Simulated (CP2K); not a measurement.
**SiF2 (SMILES F[Si]F) at PBE/TZV2P-MOLOPT-PBE-GTH (core potential)**

Aim: the vertical singlet–triplet gap of SiF2 at PBE/TZV2P-MOLOPT-PBE-GTH (core potential), from 2 runs. 

The calculation is run with CP2K 2026.2.

2 further runs of the same task are left out: 2 set aside as unsound or not needed.

## 1. The system as given

SiF2 has 3 atoms, charge 0, and is taken as a singlet. As SMILES, `F[Si]F`. The shape is that of a PBE0-D4/def2-TZVP optimisation.

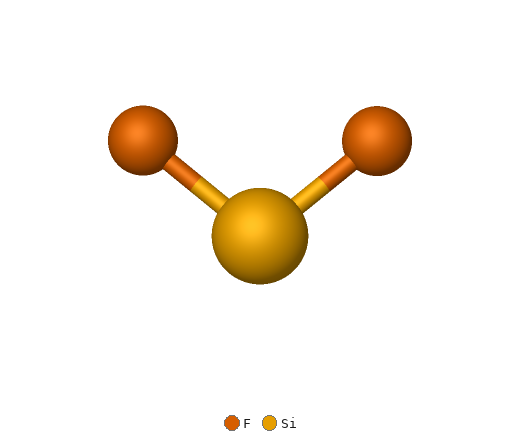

The structure, seen from a chosen angle (fluorine orange, silicon amber).

## 2. The energy at PBE/TZV2P-MOLOPT-PBE-GTH (core potential)

Contents of gas.inp:

```
&GLOBAL
   PROJECT_NAME gas
   RUN_TYPE ENERGY
   PRINT_LEVEL MEDIUM
&END

&FORCE_EVAL
   METHOD Quickstep
   &DFT
      BASIS_SET_FILE_NAME BASIS_MOLOPT_UZH
      POTENTIAL_FILE_NAME POTENTIAL_UZH
      CHARGE 0
      MULTIPLICITY 1
      &QS
         METHOD GPW
         EPS_DEFAULT 1.0E-10
      &END
      &MGRID
         CUTOFF 400
         REL_CUTOFF 50
         NGRIDS 4
      &END
      &POISSON
         PERIODIC NONE
         POISSON_SOLVER MULTIPOLE
      &END
      &SCF
         SCF_GUESS ATOMIC
         EPS_SCF 1.0E-06
         MAX_SCF 30
         &OT ON
            MINIMIZER DIIS
            PRECONDITIONER FULL_SINGLE_INVERSE
         &END
         &OUTER_SCF
            EPS_SCF 1.0E-06
            MAX_SCF 5
         &END
      &END
      &XC
         &XC_FUNCTIONAL PBE
         &END
      &END
      &PRINT
         &MOMENTS
            PERIODIC F
            REFERENCE COM
            MAX_MOMENT 1
         &END
         &MO_CUBES
            NLUMO 3
            NHOMO -1
            WRITE_CUBE F
         &END
         &HIRSHFELD OFF
         &END
      &END
   &END
   &SUBSYS
      &CELL
         ABC [angstrom] 8 9.4 7.6
         PERIODIC NONE
      &END
      &COORD
         SCALED T
         F    0.53118125   0.63017021   0.53680921
         Si   0.43603125   0.49259574   0.46319079
         F    0.56396875   0.36982979   0.51987500
      &END
      &KIND F
         BASIS_SET TZV2P-MOLOPT-PBE-GTH-q7
         POTENTIAL GTH-PBE-q7
      &END
      &KIND Si
         BASIS_SET TZV2P-MOLOPT-PBE-GTH-q4
         POTENTIAL GTH-PBE-q4
      &END
   &END
&END
```

Command:

```bash
$ OMP_NUM_THREADS=1 cp2k.psmp -i gas.inp -o gas.out
```

Log:

```text
CP2K| version string:                                       CP2K version 2026.2
[...]
 GLOBAL| Method name                                                        CP2K
[...]
 GLOBAL| Run type                                                         ENERGY
[...]
 DFT| Spin restricted Kohn-Sham (RKS) calculation                            RKS
 DFT| Multiplicity                                                             1
[...]
 DFT| Charge                                                                   0
[...]
 FUNCTIONAL| PBE:
 QS| Method:                                                                 GPW
[...]
 QS| Density cutoff [a.u.]:                                                200.0
[...]
 QS| Relative density cutoff [a.u.]:                                        25.0
[...]
                             - Atoms:                                          3
[...]
                             - Spherical basis functions:                     87
[...]
 Number of electrons:                                                         18
[...]
     1 OT DIIS     0.80E-01    0.7     0.21205440       -50.4019998968 -5.04E+01
[...]
    27 OT DIIS     0.80E-01    0.7     0.00000077       -52.4916075696 -2.95E-10
  *** SCF run converged in    27 steps ***
[...]
  Overlap energy of the core charge distribution:               0.00000001176741
  Self energy of the core charge distribution:               -138.96495594433716
  Core Hamiltonian energy:                                     38.47427775144695
  Hartree energy:                                              58.51024306823665
  Exchange-correlation energy:                                -10.51117245675131
  Total energy:                                               -52.49160756963747
[...]
                     Mulliken Population Analysis
 #  Atom  Element  Kind  Atomic population                           Net charge
       1     F        1          7.328182                             -0.328182
       2     Si       2          3.343851                              0.656149
       3     F        1          7.327967                             -0.327967
 # Total charge                             18.000000                  0.000000
[...]
  Dipole moment [Debye]
    X= -0.8632585E+00 Y= -0.7221488E-01 Z= -0.4784492E+00  Total=      0.9896180
[...]
 HOMO - LUMO gap [eV] :    4.192597
 ENERGY| Total FORCE_EVAL ( QS ) energy [hartree]            -52.491607569637466
[...]
```

Wall time 20 s (1 thread of Arm Neoverse V1, shared host); peak memory 0.53 GiB.

## 3. The triplet at the same level

Contents of run.inp:

```
&GLOBAL
    PROJECT_NAME run
    RUN_TYPE ENERGY
    PRINT_LEVEL MEDIUM
&END
&FORCE_EVAL
    METHOD QS
    &DFT
        BASIS_SET_FILE_NAME BASIS_MOLOPT_UZH
        POTENTIAL_FILE_NAME POTENTIAL_UZH
        CHARGE 0
        MULTIPLICITY 3
        SPIN_POLARIZED T
        &QS
            METHOD GPW
            EPS_DEFAULT 1.0E-10
        &END
        # real-space grids
        &MGRID
            CUTOFF 400
            REL_CUTOFF 50
            NGRIDS 4
        &END
        &POISSON
            PERIODIC NONE
            POISSON_SOLVER MULTIPOLE
        &END
        # SCF settings
        &SCF
            SCF_GUESS ATOMIC
            EPS_SCF 1.0E-06
            MAX_SCF 40
            &OT ON
                MINIMIZER DIIS
                PRECONDITIONER FULL_SINGLE_INVERSE
            &END
            &OUTER_SCF
                EPS_SCF 1.0E-06
                MAX_SCF 10
            &END
        &END
        &XC
            &XC_FUNCTIONAL PBE
            &END
        &END
        &PRINT
            &MOMENTS
                PERIODIC F
                REFERENCE COM
                MAX_MOMENT 1
            &END
            &MO_CUBES
                NLUMO 5
                NHOMO -1
                WRITE_CUBE F
            &END
            &HIRSHFELD OFF
            &END
        &END
    &END
    &SUBSYS
        # vacuum box
        &CELL
            ABC [angstrom] 8 9.4 7.6
            PERIODIC NONE
        &END
        &COORD
            F      4.249450     5.923600     4.079750
            Si     3.488250     4.630400     3.520250
            F      4.511750     3.476400     3.951050
        &END
        &KIND F
            BASIS_SET TZV2P-MOLOPT-PBE-GTH-q7
            POTENTIAL GTH-PBE-q7
        &END
        &KIND Si
            BASIS_SET TZV2P-MOLOPT-PBE-GTH-q4
            POTENTIAL GTH-PBE-q4
        &END
    &END
&END
```

Command:

```bash
$ OMP_NUM_THREADS=1 cp2k.psmp run.inp > run.out
```

Log:

```text
CP2K| version string:                                       CP2K version 2026.2
[...]
 GLOBAL| Method name                                                        CP2K
[...]
 GLOBAL| Run type                                                         ENERGY
[...]
 DFT| Spin unrestricted (spin-polarized) Kohn-Sham calculation               UKS
 DFT| Multiplicity                                                             3
[...]
 DFT| Charge                                                                   0
[...]
 FUNCTIONAL| PBE:
 QS| Method:                                                                 GPW
[...]
 QS| Density cutoff [a.u.]:                                                200.0
[...]
 QS| Relative density cutoff [a.u.]:                                        25.0
[...]
                             - Atoms:                                          3
[...]
                             - Spherical basis functions:                     87
[...]
 Number of electrons:                                                         10
[...]
     1 OT DIIS     0.80E-01    1.1     0.09387183       -50.5782673124 -5.06E+01
[...]
     7 OT DIIS     0.80E-01    1.1     0.00000064       -52.3789935853 -3.11E-10
  *** SCF run converged in     7 steps ***
[...]
  Overlap energy of the core charge distribution:               0.00000001176740
  Self energy of the core charge distribution:               -138.96495594433716
  Core Hamiltonian energy:                                     38.53961060842300
  Hartree energy:                                              58.58958101534889
  Exchange-correlation energy:                                -10.54322927648136
  Total energy:                                               -52.37899358527921
[...]
                     Mulliken Population Analysis
 #  Atom  Element  Kind  Atomic population (alpha,beta) Net charge  Spin moment
       1     F        1         3.685397     3.614273    -0.299670     0.071124
       2     Si       2         2.629290     0.771511     0.599199     1.857779
       3     F        1         3.685313     3.614217    -0.299529     0.071096
 # Total charge and spin       10.000000     8.000000    -0.000000     2.000000
[...]
  Dipole moment [Debye]
    X= -0.1613470E+01 Y= -0.1284018E+00 Z= -0.8972457E+00  Total=      1.8506276
[...]
 HOMO - LUMO gap [eV] :    4.390424
 ENERGY| Total FORCE_EVAL ( QS ) energy [hartree]            -52.378993585279211
[...]
```

It took 55 s on 1 thread of Arm Neoverse V1, shared host; peak memory 0.66 GiB.

## 4. What came out

Level: PBE/TZV2P-MOLOPT-PBE-GTH (core potential).

```
                                        quantity         value
                           singlet: total energy  -52.49161 Eh
                          singlet: dipole moment        0.99 D
                            singlet: HOMO energy      -7.12 eV
                            singlet: LUMO energy      -2.93 eV
                          singlet: HOMO–LUMO gap       4.19 eV
                           triplet: total energy  -52.37899 Eh
                          triplet: dipole moment        1.85 D
     triplet: HOMO energy (highest over α and β)      -4.02 eV
                                   triplet: ⟨S²⟩         2.002
vertical energy of the triplet above the singlet      3.064 eV
```

What this shows: At this shape the triplet lies 3.06 eV (71 kcal/mol) above the singlet.
